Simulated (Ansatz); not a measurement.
**Single-point calculation of As6P2**

As6P2, multiplicity 3, computed with UKS PBE0-D4/def2-SVP (Ansatz 0.2.0).

The geometry comes from this level: PBE-D4/def2-SVP.

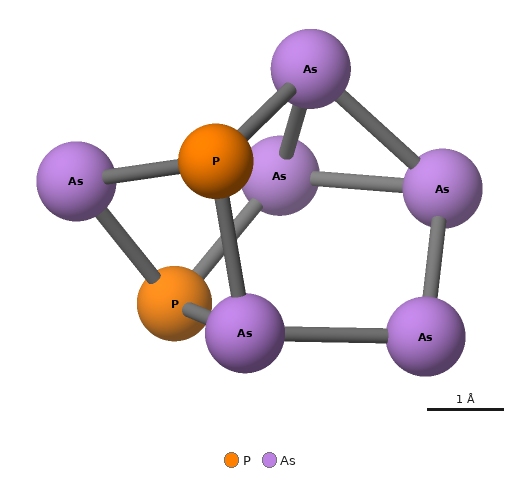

**Figure 1.** The structure as given in the input (ball-and-stick view, seen at a tilt). Bond lengths as drawn: As–As 2.41 to 2.50 Å and As–P 2.37 to 2.39 Å.

**Input**
```yaml
crystal:
  periodic: [false, false, false]
  atoms:
    - {symbol: P, position_ang: [-1.105877, -0.057817, -1.640660]}
    - {symbol: P, position_ang: [0.665979, -1.766253, 0.589833]}
    - {symbol: As, position_ang: [0.475844, 2.045949, 1.185433]}
    - {symbol: As, position_ang: [1.985030, 0.218840, 0.446289]}
    - {symbol: As, position_ang: [0.651681, 1.501597, -1.229862]}
    - {symbol: As, position_ang: [0.425950, -1.883068, -1.781963]}
    - {symbol: As, position_ang: [-1.570170, -0.998097, 0.481550]}
    - {symbol: As, position_ang: [-1.528426, 0.938850, 1.949381]}
basis:
  gaussian: {orbitals: def2-SVP, initial_orbitals: start.molden}
magnetization: {spin_polarized: true, initial_magnetization: 2}
hamiltonian: {xc: pbe0, dispersion: d4}
scf: {omitted_lower_state_checks: [starts]}
output: {orbitals: {seedname: orbitals}}
```

Machine: 4 threads of Arm Neoverse V1, 23 GiB of memory available, shared host.

Launched with:
```bash
ansatz run in.yaml --threads 4 --pin off --events-out ev --progress --plain --max-ram 6963MiB
```

**Output**
```
Functional definition: PBE0
  name "PBE0"
  cite "Adamo & Barone, J. Chem. Phys. 110, 6158 (1999) doi:10.1063/1.478522"
  cite "Perdew, Burke & Ernzerhof, Phys. Rev. Lett. 77, 3865 (1996) doi:10.1103/PhysRevLett.77.3865"
  parent pbe
  parameter a = 0.25
  parameter kappa = 0.804
  parameter beta = 0.06672455060314922
  exchange = (1 - a)*pbe_x(kappa = kappa, mu = beta*pi^2/3) + a*exact_x
  correlation = pbe_c(beta = beta)
these checks for a lower state are left out or cut short: starts
2212 factors; integrals over basis functions are off by at most 8.2e-4 eV
mean field evaluation 1: about -383527.3124 eV, gradient 8.8e0 eV
mean field evaluation 2: about -383527.5855 eV, gradient 3.7e-1 eV
mean field evaluation 4: about -383527.6228 eV, gradient 2.4e-2 eV
mean field -383527.62277483 eV, -14094.3801726154 hartree, gradient 3.7e-5 eV, S^2 2.015077; 0 other end points of the search recorded, 0 dependent functions left out
reference -383527.62279953 eV, -14094.3801735229 hartree; 115, 113 occupied and 113, 115 virtual orbitals, 2212 factors
Total energy: -383528.48742145 eV, -14094.4119477926 hartree
Checks for a lower state left out: starts
```

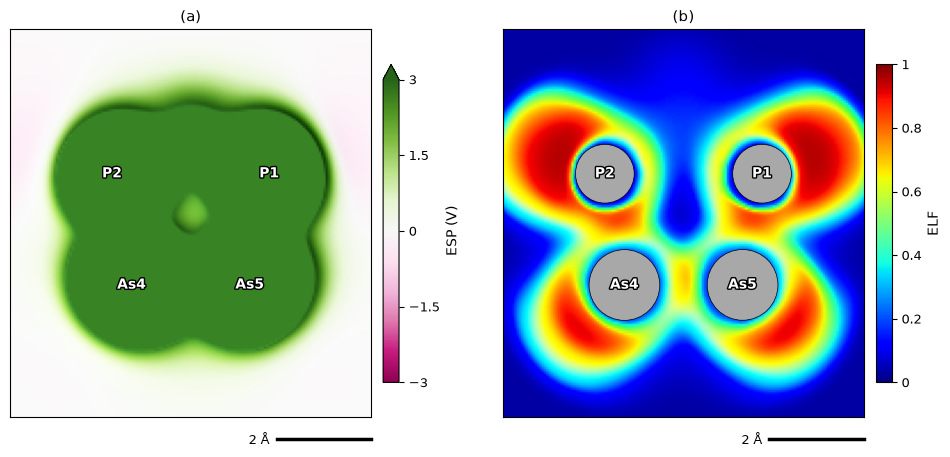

**Figure 2.** (a) electrostatic potential; (b) electron localisation function on the plane of atoms P1, As5 and As4. Grey discs, where drawn, cover atomic cores. As–As (2.50 Å): the ELF peaks at about 0.70 between the atoms.

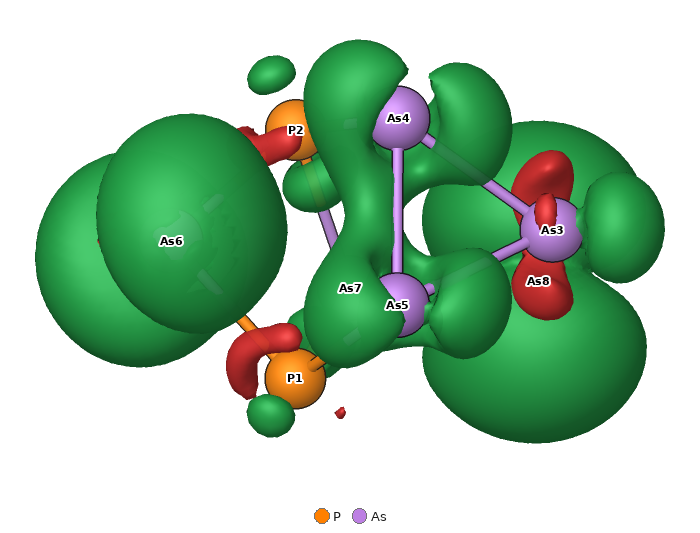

**Figure 3.** Isosurfaces of the spin density (α minus β) at +0.01 (green) and −0.01 e/Å³ (red), seen from the side. The unpaired spin (2 electrons) lies mostly on As8 (about 0.8), As6 (about 0.8), As4 (about 0.1) and As5 (about 0.1), in electrons by Hirshfeld's partition.

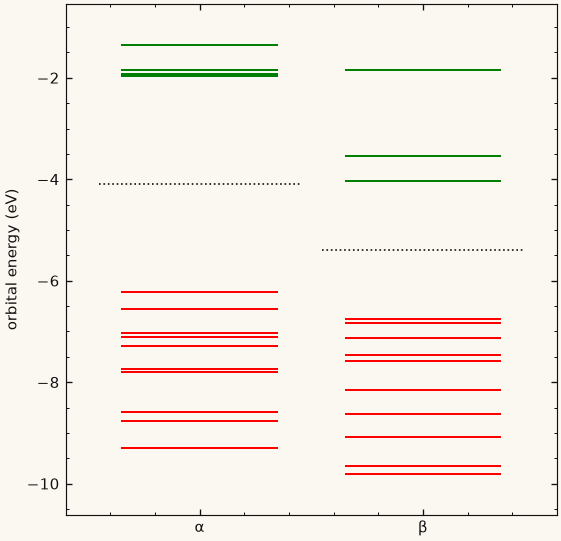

**Figure 4.** Orbital energies near the frontier for α and β spins; the dotted line parts filled from empty levels, and levels within 0.02 eV of each other stand side by side. α: highest filled −6.23 eV, lowest empty −1.96 eV, 4.27 eV apart; β: highest filled −6.76 eV, lowest empty −4.03 eV, 2.73 eV apart.

**Results in brief**

- outcome: converged
- total energy: −383528.4874 eV
- mean-field energy: −383527.6228 eV
- dispersion energy: −0.8646 eV
- ⟨S²⟩: 2.015
- SCF solution under orbital rotations: stable
- HOMO (either spin): −6.23 eV
- LUMO (either spin): −4.03 eV
- wall time: 28 s (CPU time 1.8 min)
- peak memory: 1.6 GiB
